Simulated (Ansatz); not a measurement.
Process, species as SMILES: [PH2] (PH2) → 2 H atom + P atom
B3LYP-D3(BJ)/def2-TZVP geometries, fixed; electronic energies without zero-point terms.

Basis-set convergence of the atomisation energy at PBE with Ansatz (a quantum-chemistry and plane-wave program). All functions are spherical. The program fits the integrals of some runs and decomposes those of others, by size. Open shells are unrestricted. No added dispersion term, no relativity. Functions are those of the species that has most. Reference: the value in aug-cc-pV(5+d)Z, 154.67 kcal/mol, itself unsure by roughly 0.04 kcal/mol (its mean distance from pcseg-4, aug-pcseg-3, aug-cc-pV(Q+d)Z). Deviations are taken from unrounded values.

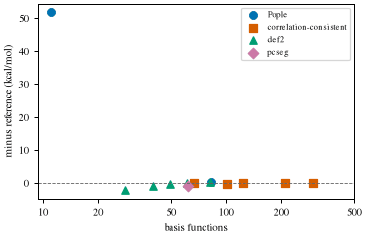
Figure. Deviation from the reference against the number of basis functions, by family of sets.

```csv
basis,functions,atomisation energy (kcal/mol),minus reference (kcal/mol)
STO-3G,11,206.45,51.78
def2-SVP,28,152.42,-2.25
def2-SVPD,40,153.79,-0.89
def2-TZVP,49,154.32,-0.36
def2-TZVPD,61,154.61,-0.06
pcseg-2,62,153.70,-0.97
cc-pV(T+d)Z,67,154.59,-0.08
def2-TZVPPD,82,154.92,0.25
"6-311++G(3df,3pd)",83,154.97,0.30
aug-cc-pV(T+d)Z,101,154.52,-0.16
cc-pV(Q+d)Z,124,154.70,0.03
cc-pV(5+d)Z,210,154.66,-0.01
aug-cc-pV(5+d)Z,296,154.67,0.00
```
